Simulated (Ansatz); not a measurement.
# Cs2PbI2BrCl: complex band structure, part 2 of 2

Aim: relax a made-up compound, Cs2PbI2BrCl, and see how good a tunnel barrier it would be. It is built by putting Br for part of the Cl in the Cs2PbI2Cl2 structure of space group I4/mmm, with the volume rescaled by atomic radii. The parent structure comes from the Materials Project.

Ansatz 0.2.0; r2SCAN DFT, plane waves, PAW files (the session's first sound run).

So far. Step 2 (Relaxing the new crystal): The largest force component on a free atom ends at 0.0018 eV/Å.

The structure was built from a prototype and need not be the compound's stable phase.

## Step 3: Band edges

The energy window and the wavevectors of the next steps follow from the band edges, so these are searched first, off the mesh as well.

File input.yaml:

```yaml
crystal:
  lattice:
    - [-2.9628897636, 2.8438010853, 9.6634369455]
    - [2.9628897636, -2.8438010853, 9.6634369455]
    - [2.9628897636, 2.8438010853, -9.6634369455]
  atoms:
    - { symbol: Cs, position: [0.3672592705, 0.3672592705, 0.0] }
    - { symbol: Cs, position: [0.6327407295, 0.6327407295, 0.0] }
    - { symbol: Pb, position: [0.0, 0.0, 0.0] }
    - { symbol: I, position: [0.1666852395, 0.1666852395, 0.0] }
    - { symbol: I, position: [0.8333147605, 0.8333147605, 0.0] }
    - { symbol: Cl, position: [0.5, 0.0, 0.5] }
    - { symbol: Br, position: [0.0, 0.5, 0.5] }
kpoints:
  mp_grid: { grid: [6, 6, 6] }
  band_path: { path: [VBM, CBM], npoints: 30 }
scf:
  occupations: { method: fixed }
hamiltonian:
  xc: r2scan
output:
  eigenvalues: true
  write_potential: true
  write_density: true
  volumetric_format: npy
  elf: true
```

The run is started by

```bash
ansatz run input.yaml --threads 2 --pin off --max-ram 4096MiB --backend cpu --events-out ev --progress --plain --runs-dir out
```

Numbers of over 12 decimals in the logs are rounded to 6 here.

The log of the run:

```text
[...]
Crystal: 7 atoms, lattice volume = 325.691 Å³
Basis set: ecut = 500 eV, 8275 PW (Γ), FFT grids on a1−a2, a2, a1+a3, exchange–correlation on 240×320×180 points (64 copies of the dense FFT grid, shifted against one another)
Bands: 48, of which v1, the nominal top of the filled ones, is band 40 counted from 1 (39 counted from 0)
Symmetry: 8 space group operations
[...]
k-points: 46 of 216
[...]
SCF iter   1: F=—  HF=-42236.235454 eV  |F-HF|=—  |Δ(HF+E_count)|=         —  Δρ=3.15e-3  dr2=2.84e-2  dr2_τ=6.42e-3  ethr=1.77e-3  ⟨swp⟩=5.9  Hψ=8167  notcnv=0  defer=253
[...]
SCF iter   6: F=-42236.261898 eV  HF=-42236.261898 eV  |F-HF|=7.04e-8  |Δ(HF+E_count)|=   1.64e-6  Δρ=4.39e-6  dr2=9.30e-8  dr2_τ=3.42e-9  ethr=1.25e-10  ⟨swp⟩=19.0  Hψ=14540  notcnv=0
SCF 1 converged in 6 iterations: F = -42236.261898 eV  dr2 = 9.30e-8
[...]
NSCF: frozen V_eff on 46 k-points
[...]
SCF converged after 6 iterations
Free energy (F): -42236.261898 eV
[...]
Internal energy: -42236.261898 eV  (E = F + TS)
E sigma→0 (E₀):  -42236.261898 eV
Fermi energy:    2.865789 eV
[...]
--- Band table (eV; the first three rows and the last of 46) ---
  k-point 0: bands = [... 36 lower, 1.9435, 2.0031, 2.1223, 2.1503, 7.1554, 7.3881, 8.0517, 8.1528, ... 4 higher]
  k-point 1: bands = [... 36 lower, 1.8776, 1.9114, 2.0995, 2.1683, 7.1964, 7.7169, 8.0931, 8.2229, ... 4 higher]
  k-point 2: bands = [... 36 lower, 1.8456, 1.9990, 2.0214, 2.4524, 6.4660, 6.5909, 6.8013, 8.6101, ... 4 higher]
  k-point 45: bands = [... 36 lower, 1.9790, 2.0624, 2.1105, 2.2745, 7.0248, 7.6098, 7.8970, 7.9199, ... 4 higher]
```

Wall time 31 s (2 threads of AMD EPYC 9R45, shared host); peak memory 1.8 GiB.

In the SCF lines HF is the Harris–Foulkes energy and dr2 the Hartree energy of the density residual, in eV; the loop may stop once dr2 is under the threshold and the program's other checks hold. Hψ counts applications of the Hamiltonian.

Numbers from this step:

```yaml
fermi_energy: 2.866 eV
gap_on_the_k_mesh: 2.582 eV
gap_on_path: 2.582 eV, by band count; negative where bands overlap
direct_gap_on_path: 2.582 eV
edge_places_on_path: 0, 0 1/A along the path
```

Levels at VBM (eV): -7.77, -7.77, -7.73, -7.72, -7.70, -7.68, -2.82, -2.41, -2.26, -2.18, -1.97, -1.75, -1.24, -1.18, -1.04, -0.91, -0.73, 0.00, 2.58, 2.84, 3.72, 5.88, 5.90, 6.14, 6.36, 6.66.

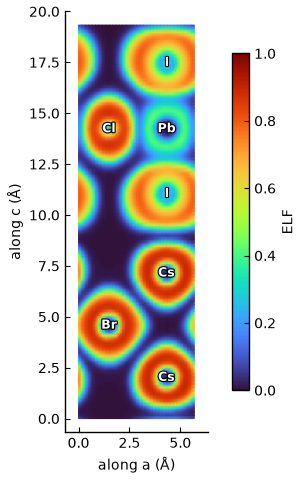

ELF in the ac plane of the conventional cell at fractional y = 0.000, with atoms of Cs and Pb and I and Cl and Br within 0.2 Å of it. It is the smooth field of the valence electrons, not physical close to the nuclei. The map starts off the cell's origin, so that atoms lie inside it.

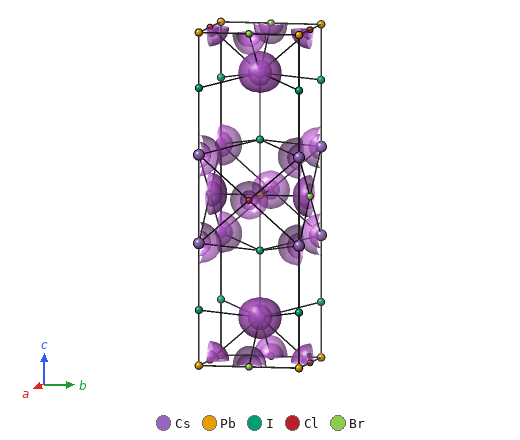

Surface of ELF = 0.82.

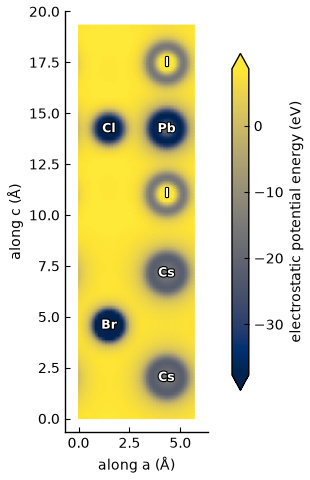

Electrostatic potential energy in the ac plane of the conventional cell at fractional y = 0.000, with atoms of Cs and Pb and I and Cl and Br within 0.2 Å of it. With pseudopotentials it is smooth inside the atoms' cores, unlike the true potential. The map starts off the cell's origin, so that atoms lie inside it.

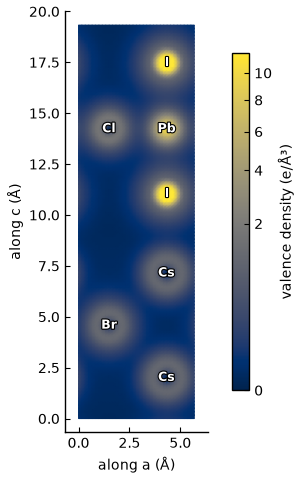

Valence density in the ac plane of the conventional cell at fractional y = 0.000, with atoms of Cs and Pb and I and Cl and Br within 0.2 Å of it. It is the smooth field of the valence electrons, not physical close to the nuclei. The map starts off the cell's origin, so that atoms lie inside it. The colour scale is stretched toward low values.

The searched edges give 2.58 eV, as on the mesh.

## Step 4: Decaying states in the gap

This step: r2SCAN DFT, plane waves, PAW files; complex bands by layer matching along the plane's normal (Ansatz 0.2.0).

The same crystal is laid in a cell whose first two vectors span the (001) plane (indices of the standard conventional cell, whose axes can be ordered otherwise than in the bulk input). At fixed energy and wavevector in the plane the solver finds all kz, real and complex. A few wavevectors are listed, (0, 0) and (-0.5, -0.5) in units of the plane's reciprocal vectors; the slowest state needn't be among them.

File input.yaml:

```yaml
crystal:
  lattice:
    - [5.925779527, 0.0, 0.0]
    - [0.0, 5.687602171, 0.0]
    - [2.962889764, 2.843801085, 9.663436946]
  atoms:
    - { symbol: Cs, position: [0.6327407295, 0.6327407295, 0.734518541] }
    - { symbol: Cs, position: [0.3672592705, 0.3672592705, 0.265481459] }
    - { symbol: Pb, position: [0.0, 0.0, 0.0] }
    - { symbol: I, position: [0.8333147605, 0.8333147605, 0.333370479] }
    - { symbol: I, position: [0.1666852395, 0.1666852395, 0.666629521] }
    - { symbol: Cl, position: [0.0, 0.5, 0.0] }
    - { symbol: Br, position: [0.5, 0.0, 0.0] }
kpoints:
  mp_grid: { grid: [4, 4, 4] }
scf:
  occupations: { method: fixed }
hamiltonian:
  xc: r2scan
output:
  eigenvalues: true
  transmission:
    leads: [[0, 0]]
    kpoints: [[0.0, 0.0], [-0.5, -0.5]]
    e_range: [-1.0, 3.58]
    de: 0.08
```

The log of the run:

```text
[...]
Crystal: 7 atoms, lattice volume = 325.691 Å³
Basis set: ecut = 500 eV, 8275 PW (Γ), exchange–correlation on 180×180×320 points (64 copies of the dense FFT grid, shifted against one another)
Bands: 48, of which v1, the nominal top of the filled ones, is band 40 counted from 1 (39 counted from 0)
Symmetry: 8 space group operations
[...]
k-points: 18 of 64
[...]
SCF iter   1: F=—  HF=-42236.223560 eV  |F-HF|=—  |Δ(HF+E_count)|=         —  Δρ=3.18e-3  dr2=2.93e-2  dr2_τ=6.62e-3  ethr=1.77e-3  ⟨swp⟩=5.9  Hψ=3188  notcnv=0  defer=98
[...]
SCF iter   6: F=-42236.249669 eV  HF=-42236.249669 eV  |F-HF|=6.75e-8  |Δ(HF+E_count)|=   1.59e-6  Δρ=4.37e-6  dr2=8.97e-8  dr2_τ=3.59e-9  ethr=1.25e-10  ⟨swp⟩=18.3  Hψ=5491  notcnv=0
SCF 1 converged in 6 iterations: F = -42236.249669 eV  dr2 = 8.97e-8
[...]
transmission: 14 of 28 steps passed
transmission: 28 of 28 steps passed
SCF converged after 6 iterations
Free energy (F): -42236.249669 eV
[...]
Internal energy: -42236.249669 eV  (E = F + TS)
E sigma→0 (E₀):  -42236.249669 eV
Fermi energy:    2.866240 eV
[...]
--- Band table (eV; the first three rows and the last of 18) ---
  k-point 0: bands = [... 36 lower, 1.9424, 2.0019, 2.1214, 2.1493, 7.1556, 7.3858, 8.0518, 8.1536, ... 4 higher]
  k-point 1: bands = [... 36 lower, 1.9583, 2.0953, 2.1313, 2.1726, 6.9800, 7.6243, 7.7584, 8.3448, ... 4 higher]
  k-point 2: bands = [... 36 lower, 1.9781, 2.0613, 2.1094, 2.2733, 7.0233, 7.6101, 7.8964, 7.9209, ... 4 higher]
  k-point 17: bands = [... 36 lower, 1.7340, 2.0525, 2.0726, 2.8641, 5.4595, 5.6929, 6.5860, 8.7175, ... 4 higher]
--- Transmission ---
  basis      : 345 plane waves across, 14 finite elements along
  points     : 2, as listed
  energies   : 58 from -1.000000 to 3.560000 eV about the Fermi level, 0.080000 eV apart; the leads are filled to 1.291522 eV, and channels, transmission and decay are at 1.320000 eV
  crystal 0  : I2Cs2Pb1Cl1Br1, at the sites [0, 0], period 9.6634 Å: whole cells are its period
    offset         : up to 0.0000 Å between an atom of the period and one for which it stands
    channels       : 0.000000e0 a spin
    conductance    : none, the energies end too early or step too widely for 300 K: set another output.transmission.e_range or a lower de, or, where they end at an eighth of basis.ecutwfc, a higher one
    slowest decay  : 0.3383 /Å at (0.0000, 0.0000)
```

Elapsed: 41 s, on 2 threads; peak memory 2.4 GiB.

Numbers from this step:

```
free energy                                               : -42236.2497 eV
gap on the k-mesh                                         : 2.583 eV
level to which the leads are filled                       : 1.292 eV from the Fermi level
decay constant at the filling level, zone centre          : 0.3383 Å⁻¹
decay constant at the filling level, slowest listed point : 0.3383 Å⁻¹
```

K parallel (0, 0); values up to 1.5 1/Å, a degenerate pair printed once or twice; energies at which all values exceed this have no row. The Im kz of the slowest decaying states by energy, zero at the highest filled level on the SCF mesh:

```tsv
energy (eV)	decay 1 (Å⁻¹)	decay 2 (Å⁻¹)	decay 3 (Å⁻¹)	decay 4 (Å⁻¹)
-1.0000	0.0804	0.0954	0.288	0.362
-0.7600	0.0507	0.347	0.643	0.740
-0.5200	0.139	0.316	0.357	0.379
-0.2800	0.281	0.448	0.477	0.703
-0.0400	0.307	0.497	0.527	0.728
0.2800	0.326	0.536	0.565	0.755
0.5200	0.334	0.554	0.582	0.771
0.7600	0.339	0.565	0.593	0.772
1.0000	0.340	0.572	0.600	0.755
1.2400	0.339	0.575	0.604	0.737
1.4800	0.336	0.576	0.604	0.717
1.7200	0.331	0.574	0.603	0.696
1.9600	0.324	0.570	0.599	0.674
2.2800	0.311	0.561	0.592	0.641
2.5200	0.299	0.553	0.584	0.614
2.7600	0.284	0.543	0.575	0.584
3.0000	0.267	0.531	0.553	0.562
3.2400	0.245	0.517	0.518	0.527
3.4800	0.218	0.479	0.489	0.501
```

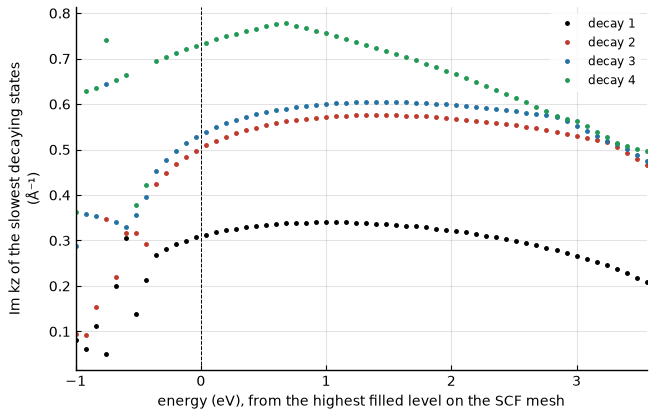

Im kz of the slowest decaying states against energy.

K parallel (-0.5, -0.5); values up to 1.5 1/Å, a degenerate pair printed once or twice; energies at which all values exceed this have no row. Im kz of the slowest decaying states against energy, zero at the highest filled level on the SCF mesh:

```tsv
energy (eV)	decay 1 (Å⁻¹)	decay 2 (Å⁻¹)	decay 3 (Å⁻¹)	decay 4 (Å⁻¹)
-1.000	0.0625	0.309	0.854	1.18
-0.520	0.245	0.380	0.869	1.09
-0.040	0.223	0.366	0.871	1.09
0.520	0.355	0.412	0.864	1.06
1.000	0.387	0.417	0.852	1.01
1.480	0.400	0.403	0.834	0.963
1.960	0.354	0.411	0.813	0.905
2.520	0.184	0.411	0.782	0.828
3.000	0.235	0.400	0.750	0.753
3.480	0.330	0.358	0.669	0.713
```

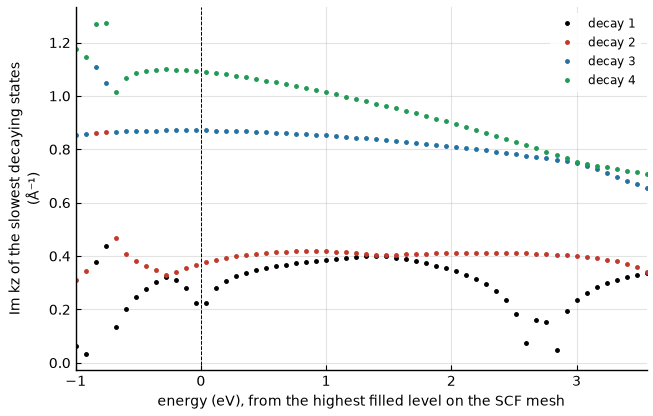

Im kz of the slowest decaying states against energy.

At +1.32 eV, the grid energy nearest the filling level (the middle of the gap on the SCF mesh), the slowest state at the listed wavevectors decays with κ = 0.338 Å⁻¹, its amplitude falling by e over 3.0 Å. Through 1 nm of this crystal that state's transmission falls by exp(−2 × 0.338 Å⁻¹ × 10 Å) = 0.0012.

## Step 5: Band edges at another level, cutoff 1230 eV

This step: r2SCAN DFT, plane waves, norm-conserving files (Ansatz 0.2.0).

The edges again with norm-conserving files, at the same atoms. Against that run the cutoff is 1230 eV against 500.

File input.yaml:

```yaml
crystal:
  lattice:
    - [-2.9628897636, 2.8438010853, 9.6634369455]
    - [2.9628897636, -2.8438010853, 9.6634369455]
    - [2.9628897636, 2.8438010853, -9.6634369455]
  atoms:
    - { symbol: Cs, position: [0.3672592705, 0.3672592705, 0.0] }
    - { symbol: Cs, position: [0.6327407295, 0.6327407295, 0.0] }
    - { symbol: Pb, position: [0.0, 0.0, 0.0] }
    - { symbol: I, position: [0.1666852395, 0.1666852395, 0.0] }
    - { symbol: I, position: [0.8333147605, 0.8333147605, 0.0] }
    - { symbol: Cl, position: [0.5, 0.0, 0.5] }
    - { symbol: Br, position: [0.0, 0.5, 0.5] }
kpoints:
  mp_grid: { grid: [6, 6, 6] }
  band_path: { path: [VBM, CBM], npoints: 30 }
scf:
  occupations: { method: fixed }
hamiltonian:
  xc: r2scan
  pseudopotentials: { kind: nc }
output:
  eigenvalues: true
```

The log of the run:

```text
[...]
Crystal: 7 atoms, lattice volume = 325.691 Å³
Basis set: ecut = 1230 eV, 31851 PW (Γ), FFT grids on a1+a3, a2+a3, a3
Bands: 48, of which v1, the nominal top of the filled ones, is band 40 counted from 1 (39 counted from 0)
Symmetry: 8 space group operations
[...]
k-points: 46 of 216
[...]
SCF iter   1: F=—  HF=-11724.802888 eV  |F-HF|=—  |Δ(HF+E_count)|=         —  Δρ=2.49e-2  dr2=8.38e0  dr2_τ=5.10e-1  ethr=3.10e-3  ⟨swp⟩=11.3  Hψ=11029  notcnv=0  defer=301
[...]
SCF iter   9: F=-11721.383576 eV  HF=-11721.383576 eV  |F-HF|=1.53e-8  |Δ(HF+E_count)|=   3.67e-7  Δρ=2.37e-6  dr2=2.20e-8  dr2_τ=5.88e-8  ethr=1.25e-10  ⟨swp⟩=33.5  Hψ=21391  notcnv=0
SCF 1 converged in 9 iterations: F = -11721.383576 eV  dr2 = 2.20e-8
[...]
SCF converged after 9 iterations
Free energy (F): -11721.383576 eV
[...]
Internal energy: -11721.383576 eV  (E = F + TS)
E sigma→0 (E₀):  -11721.383576 eV
Fermi energy:    2.947134 eV
[...]
--- Band table (eV; the first three rows and the last of 46) ---
  k-point 0: bands = [... 36 lower, 2.0363, 2.0944, 2.2150, 2.2430, 7.2481, 7.4831, 8.1459, 8.2477, ... 4 higher]
  k-point 1: bands = [... 36 lower, 1.9707, 2.0044, 2.1923, 2.2592, 7.2915, 7.8096, 8.1859, 8.3159, ... 4 higher]
  k-point 2: bands = [... 36 lower, 1.9386, 2.0920, 2.1142, 2.5401, 6.5609, 6.6860, 6.8968, 8.7042, ... 4 higher]
  k-point 45: bands = [... 36 lower, 2.0719, 2.1551, 2.2032, 2.3655, 7.1195, 7.7043, 7.9909, 8.0129, ... 4 higher]
```

Wall time 2.1 min (2 threads); peak memory 3 GiB; 4.2 min of CPU time.

This step gave:

```yaml
free_energy: -11721.3836 eV
fermi_energy: 2.947 eV
gap_on_the_k_mesh: 2.599 eV
gap_on_path: 2.599 eV, by band count; negative where bands overlap
direct_gap_on_path: 2.599 eV
```

Levels at VBM (eV): -7.75, -7.75, -7.71, -7.71, -7.69, -7.66, -2.81, -2.39, -2.25, -2.17, -1.95, -1.73, -1.23, -1.17, -1.03, -0.90, -0.72, 0.00, 2.60, 2.85, 3.74, 5.90, 5.91, 6.16, 6.37, 6.68.

The searched edges give 2.60 eV, as on the mesh.

## Step 6: Complex bands at another level

This step: r2SCAN DFT, plane waves, norm-conserving files; complex bands by layer matching along the plane's normal (Ansatz 0.2.0).

The complex bands at that level, over its own gap, at (0, 0) and (-0.5, -0.5).

File input.yaml:

```yaml
crystal:
  lattice:
    - [5.925779527, 0.0, 0.0]
    - [0.0, 5.687602171, 0.0]
    - [2.962889764, 2.843801085, 9.663436946]
  atoms:
    - { symbol: Cs, position: [0.6327407295, 0.6327407295, 0.734518541] }
    - { symbol: Cs, position: [0.3672592705, 0.3672592705, 0.265481459] }
    - { symbol: Pb, position: [0.0, 0.0, 0.0] }
    - { symbol: I, position: [0.8333147605, 0.8333147605, 0.333370479] }
    - { symbol: I, position: [0.1666852395, 0.1666852395, 0.666629521] }
    - { symbol: Cl, position: [0.0, 0.5, 0.0] }
    - { symbol: Br, position: [0.5, 0.0, 0.0] }
kpoints:
  mp_grid: { grid: [4, 4, 4] }
scf:
  occupations: { method: fixed }
hamiltonian:
  xc: r2scan
  pseudopotentials: { kind: nc }
output:
  eigenvalues: true
  transmission:
    leads: [[0, 0]]
    kpoints: [[0.0, 0.0], [-0.5, -0.5]]
    e_range: [-1.0, 3.6]
    de: 0.08
```

The log of the run:

```text
Engine: ansatz 0.2.0, x86_64-unknown-linux-gnu
Pseudopotentials: kind: nc
Pseudopotential: Cs, nc, valence charge 9, recommended cutoff 550 eV (normal), Cs.nc.azcp
Pseudopotential: Pb, nc, valence charge 14, recommended cutoff 850 eV (normal), Pb.nc.azcp
Pseudopotential: I, nc, valence charge 17, recommended cutoff 1230 eV (normal), I.nc.azcp
Pseudopotential: Cl, nc, valence charge 7, recommended cutoff 930 eV (normal), Cl.nc.azcp
Pseudopotential: Br, nc, valence charge 7, recommended cutoff 600 eV (normal), Br.nc.azcp
Functional definition: r2SCAN
  parameter k0 = 0.174
  parameter k1 = 0.065
  parameter a1 = 4.9479
  exchange = r2scan_x(k0 = k0, k1 = k1, a1 = a1)
  correlation = r2scan_c
Error: memory limit exceeded: the `transmission` phase of `transmission` needs 11.46 GiB against the run's memory maximum of 4.00 GiB; largest carriers: transmission 11.05 GiB, unmodelled-tail allowance 0.30 GiB, source scf tables 0.10 GiB, source scf state 0.01 GiB; the layers of output.transmission grow with the square of the cell's cross-section: a lower cutoff or a narrower output.transmission.e_range takes less, and so, most of all in a narrow cell, does a wider de; where no e_range is typed, a fill by count is planned with a gap of 40 thermal energies
with nothing else changed it takes a maximum of at least 11.47 GiB, with nothing to spare, and 12.61 GiB leaves up to a tenth: --max-ram 12.61GiB where that set the maximum, else more of the term that did, and with no share typed, where 12.61 GiB is over 0.88 of the host's memory or its container's limit, a share of 0.88 or more that holds the maximum too (--max-ram-frac F), where one does; The budget is ten eleventh [...]
`transmission` follows the SCF: where the deck gives it k-points, a mesh or a band count of its own, those are what to reduce (not on a resume, whose deck is fixed)
```

It took 0.2 s on 2 threads; peak memory 0.27 GiB.

The input was rejected at the start.

The program's message: “Error: memory limit exceeded: the `transmission` phase of `transmission` needs 11.46 GiB against the run's memory maximum of 4.00 GiB; largest carriers: transmission 11.05 GiB, unmodelled-tail allowan …”

## Step 7: A repeat with changed settings

This step: r2SCAN DFT, plane waves, PAW files; complex bands by layer matching along the plane's normal; changed: magnetization = {"spin_polarized": true} (Ansatz 0.2.0).

This run repeats an earlier one, its twin (the complex run, plane (001)), with two settings changed (starting moments or atoms, magnetization.spin_polarized; files written aside). It is meant to test how the run responds and whether spin polarisation matters. Where the input is shown as a difference, that is against the step before, not the twin.

File input.yaml:

```yaml
crystal:
  lattice:
    - [5.925779527, 0.0, 0.0]
    - [0.0, 5.687602171, 0.0]
    - [2.962889764, 2.843801085, 9.663436946]
  atoms:
    - { symbol: Cs, position: [0.6327407295, 0.6327407295, 0.734518541], spin: 0.2 }
    - { symbol: Cs, position: [0.3672592705, 0.3672592705, 0.265481459], spin: 0.2 }
    - { symbol: Pb, position: [0.0, 0.0, 0.0], spin: 0.2 }
    - { symbol: I, position: [0.8333147605, 0.8333147605, 0.333370479], spin: 0.2 }
    - { symbol: I, position: [0.1666852395, 0.1666852395, 0.666629521], spin: 0.2 }
    - { symbol: Cl, position: [0.0, 0.5, 0.0], spin: 0.2 }
    - { symbol: Br, position: [0.5, 0.0, 0.0], spin: 0.2 }
kpoints:
  mp_grid: { grid: [4, 4, 4] }
scf:
  occupations: { method: fixed }
hamiltonian:
  xc: r2scan
output:
  eigenvalues: true
  transmission:
    leads: [[0, 0]]
    kpoints: [[0.0, 0.0], [-0.5, -0.5]]
    e_range: [-1.0, 3.58]
    de: 0.08
magnetization:
  spin_polarized: true
```

The log of the run:

```text
Error: inconsistent input (scf.occupations.method, magnetization): a σ = 0 step fill (method: fixed, or a smearing width below the step floor) with no hard lock on the total moment puts the same N_el/2 bands in each spin channel, which gives a total moment of zero, but the starting moments sum to +1.4000 μB; make the starting moments (crystal.atoms[].spin / magnetization.per_species / magnetization.initial_magnetization) sum to zero, or set magnetization.spin_locking.lock_magnetization: hard with an even integer magnetization.initial_magnetization, or use a smearing method with a finite width, such as fermi_dirac
```

It took 0.14 s on 2 threads; peak memory 0.11 GiB.

The input was rejected at the start.

The program's message: “Error: inconsistent input (scf.occupations.method, magnetization): a σ = 0 step fill (method: fixed, or a smearing width below the step floor) with no hard lock on the total moment puts the same N_el/ …”

## Step 8: Results

| Quantity | Value |
| --- | --- |
| band gap | 2.58 eV |
| least decay constant at mid-gap, normal to (001) | 0.338 Å⁻¹ |

What this shows: With r2SCAN, the slowest decay at the wavevectors tried is κ = 0.338 Å⁻¹, normal to (001). Through such a film the transmission near mid-gap falls as exp(−2κd), a factor of ten every 3.4 Å. A free electron under a barrier of half the gap would need a mass of 0.34 mₑ to decay at this rate. The compound is made up by substitution; its stability against other phases and against distortions of the cell's symmetry was not tested. r2SCAN still narrows gaps, if less than LDA and GGA do, while spin-orbit coupling, left out here, narrows them in compounds of heavy elements, so the error in κ can go either way.

[Logs are printed without paths, hosts, clocks, repeated set-up lines and the standing remarks that a program may print on its own settings, such as how far it seeks lower states.]

[Hosts, paths, dates, database ids (printed as entryN), source tags and the programs' standing remarks are cut or masked in the printed files.]

[New means built here by substitution; the compound itself may be known and measured.]
